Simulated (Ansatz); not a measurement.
# BH2OF (SMILES OBF): BLYP/STO-3G

What is the energy change on altering one bond length of BH2OF at BLYP/STO-3G? 

The results are computed with Ansatz 0.2.0.

70 further runs of the same task are left out: 1 that didn't finish, 69 set aside as unsound or not needed.

**1. Starting point**

BH2OF has 5 atoms, charge 0, and is taken as a singlet. SMILES: `OBF`. The shape is that of a PBE0-D4/def2-TZVP optimisation. This is one conformer, not always the lowest.

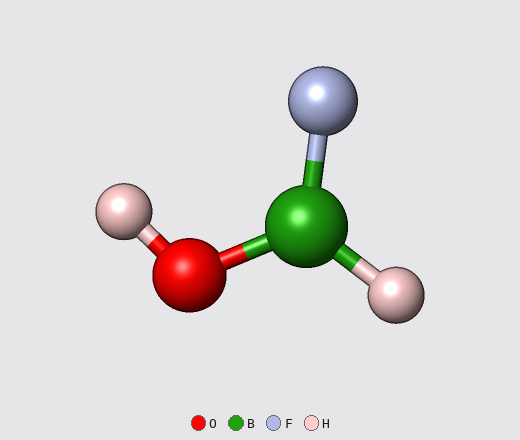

Viewed from a chosen angle; oxygen red, boron green, fluorine light blue, hydrogen pink.

**2. A single-point energy at BLYP/STO-3G**

job.yaml reads:

```yaml
crystal:
  periodic: [false, false, false]
  atoms:
    - {symbol: O, position_ang: [-0.965400, 0.157400, 0.156900]}
    - {symbol: B, position_ang: [0.365000, -0.030200, 0.201100]}
    - {symbol: F, position_ang: [1.039200, -0.323700, -0.909500]}
    - {symbol: H, position_ang: [-1.337200, 0.057400, -0.725800]}
    - {symbol: H, position_ang: [0.948300, 0.065400, 1.236000]}
basis:
  gaussian: {orbitals: STO-3G}
accuracy: high
magnetization: {spin_polarized: false, initial_magnetization: 0}
hamiltonian: {xc: {name: BLYP}}
```

Command:

```bash
$ ansatz run job.yaml --threads 1 --pin off --max-ram 2610MiB --events-out events.jsonl --progress --plain --runs-dir runs
```

The program printed:

```text
Warning: RAYON_NUM_THREADS=1 ignored (pool sized by the plan → 1); use --threads N
Functional definition: BLYP
  name "BLYP"
  parameter beta = 0.0042
  parameter a = 0.04918
  parameter b = 0.132
  parameter c = 0.2533
  parameter d = 0.349
  exchange = b88_x(beta = beta)
  correlation = lyp_c(a = a, b = b, c = c, d = d)
297 factors; integrals over basis functions are off by at most 3.2e-8 eV
mean field evaluation 1: about -5396.2049 eV, gradient 1.3e1 eV
mean field evaluation 2: about -5395.0699 eV, gradient 2.6e1 eV
mean field evaluation 4: about -5396.7747 eV, gradient 1.9e0 eV
mean field evaluation 8: about -5396.7325 eV, gradient 2.3e-2 eV
mean field evaluation 16: about -5396.7325 eV, gradient 1.5e-8 eV
mean field -5396.73245984 eV, -198.3262598624 hartree, gradient 1.7e-8 eV, S^2 0.000000; 0 other end points of the search recorded, 0 dependent functions left out
reference -5396.73249085 eV, -198.3262610020 hartree; 12, 12 occupied and 5, 5 virtual orbitals, 297 factors
Total energy: -5396.73249085 eV, -198.3262610020 hartree
```

Run time: 0.93 s. Hardware: 1 thread of Arm Neoverse V1, shared host; peak memory 0.09 GiB.

**3. The distorted shape**

run.yaml reads:

```yaml
crystal:
  periodic: [false, false, false]
  atoms:
    - {symbol: O, position_ang: [-1.298039, 0.204305, 0.145849]}
    - {symbol: B, position_ang: [0.365000, -0.030200, 0.201100]}
    - {symbol: F, position_ang: [1.039200, -0.323700, -0.909500]}
    - {symbol: H, position_ang: [-1.669839, 0.104305, -0.736851]}
    - {symbol: H, position_ang: [0.948300, 0.065400, 1.236000]}
basis:
  gaussian:
    orbitals: STO-3G
hamiltonian:
  xc: {name: BLYP}
accuracy: high
```

Command:

```bash
$ ansatz run run.yaml --threads 1 --pin off --max-ram 2610MiB --events-out events.jsonl --progress --plain --runs-dir runs
```

The program printed, shortened:

```text
Warning: RAYON_NUM_THREADS=1 ignored (pool sized by the plan → 1); use --threads N
[... 9 set-up lines as earlier in the session ...]
295 factors; integrals over basis functions are off by at most 3.6e-8 eV
mean field evaluation 1: about -5394.1634 eV, gradient 2.0e1 eV
mean field evaluation 2: about -5361.1335 eV, gradient 1.1e2 eV
mean field evaluation 4: about -5395.5702 eV, gradient 1.9e0 eV
mean field evaluation 8: about -5395.5090 eV, gradient 1.5e-1 eV
mean field evaluation 16: about -5395.5091 eV, gradient 5.2e-8 eV
mean field -5395.50906795 eV, -198.2813010399 hartree, gradient 8.2e-8 eV, S^2 0.000000; 0 other end points of the search recorded, 0 dependent functions left out
reference -5395.50910008 eV, -198.2813022205 hartree; 12, 12 occupied and 5, 5 virtual orbitals, 295 factors
Total energy: -5395.50910008 eV, -198.2813022205 hartree
```

It took 0.91 s on 1 thread of Arm Neoverse V1, shared host; peak memory 0.09 GiB.

**4. What came out**

At BLYP/STO-3G:

```
                                                         quantity          value
                                        first shape: total energy  -198.32626 Eh
                                    distorted shape: total energy  -198.28130 Eh
energy change with the O1–B2 bond stretched from 1.344 to 1.680 Å       1.223 eV
```

What this shows: With the O1–B2 bond stretched from 1.344 to 1.680 Å the energy rises by 1.22 eV (28 kcal/mol). The first shape isn't relaxed at this level, so the change isn't measured from a minimum. The minimal basis adds a large error of its own.
